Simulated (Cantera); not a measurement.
A closed system holds: 1 mol SiO2, 6.7 mol C, 14 mol N2, equilibrated at 10.0 Torr.

Method: chemical equilibrium by Gibbs-energy minimisation in Cantera with the NASA 1993 tables (ideal gas, pure condensed phases). Candidate condensed phases: C, Si, SiC, SiO2, Si2N2O, Si3N4; 34 gas species. N2 is the only nitrogen source here; it is nearly inert below about 1500 K, so the nitride shown seldom forms there in practice. Mutual solubility and eutectic melting of coexisting phases are not modelled. Equilibrium is a limit: real reactors are often held back by kinetics, nucleation or transport.

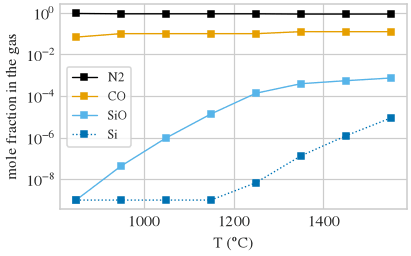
Figure. Equilibrium gas composition (values under 1e-9 drawn at 1e-9)

At 850 °C the condensed part is C(graphite) + SiO2(β-quartz) + Si2N2O(s). From 950 °C to 1250 °C the condensed part is C(graphite) + Si2N2O(s). From 1350 °C to 1550 °C the condensed part is C(graphite) + SiC(s).
